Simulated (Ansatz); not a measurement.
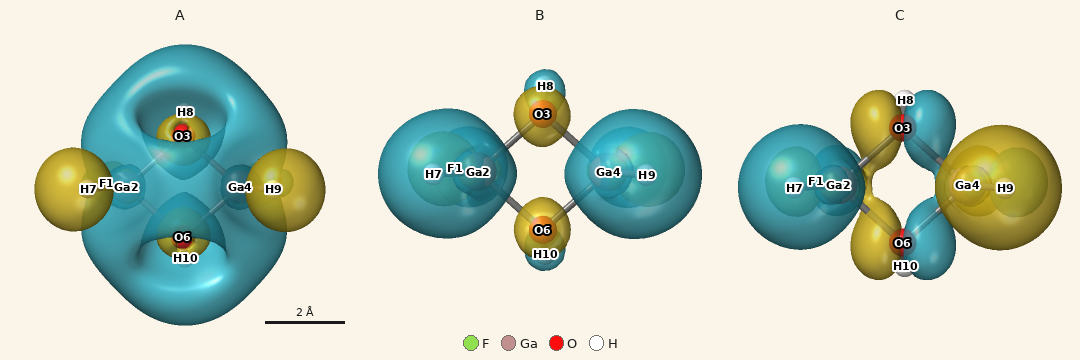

Figure. F₂Ga₂H₄O₂ (SMILES [F][GaH-]1[OH+][GaH-]([F])[OH+]1). Three frontier orbitals at ±0.06 Å⁻³ᐟ² (yellow and cyan are the two phases), in no order.

Geometry: PBE0-D4/def2-TZVP.

These are results of Ansatz 0.2.0, RKS PBE0-D4/def2-TZVPP, not measurements.

Input

```
crystal:
  periodic: [false, false, false]
  atoms:
    - {symbol: F, position_ang: [0.353584, -0.912295, -2.291575]}
    - {symbol: Ga, position_ang: [1.129116, -0.584023, -0.743419]}
    - {symbol: O, position_ang: [-0.162614, -1.162974, 0.589399]}
    - {symbol: Ga, position_ang: [-0.797417, 0.608530, 1.078179]}
    - {symbol: F, position_ang: [-2.355893, 0.765063, 0.270312]}
    - {symbol: O, position_ang: [0.504847, 1.188326, -0.244053]}
    - {symbol: H, position_ang: [2.607736, -0.896796, -0.440926]}
    - {symbol: H, position_ang: [-0.853886, -1.727198, 0.227669]}
    - {symbol: H, position_ang: [-0.536253, 1.049406, 2.531817]}
    - {symbol: H, position_ang: [0.110780, 1.671950, -0.977414]}
basis:
  gaussian: {orbitals: def2-TZVPP}
hamiltonian: {xc: pbe0, dispersion: d4}
output: {orbitals: {seedname: orbitals}}
```

Launched as:

```sh
ansatz run in.yaml --threads 4 --pin off --events-out ev --progress --plain --max-ram 11315MiB
```

### Which picture is the HOMO−1, the HOMO and the LUMO?

B is the HOMO−1 (−9.98 eV). Its weight (Hirshfeld) is mainly on H7 (about 15 %), H9 (about 15 %), Ga2 (about 15 %), Ga4 (about 15 %), F1 (about 15 %) and F5 (about 15 %). C is the HOMO (−9.49 eV). Its weight (Hirshfeld) is mainly on H7 (about 20 %), H9 (about 20 %), Ga2 (about 15 %), Ga4 (about 15 %), F1 (about 10 %) and F5 (about 10 %). A is the LUMO (−0.41 eV). It lies mainly on Ga2 (about 20 %), Ga4 (about 20 %), H8 (about 10 %), H10 (about 10 %), O3 (about 10 %) and O6 (about 10 %).

### What is the HOMO–LUMO gap?

9.08 eV between the orbital energies.
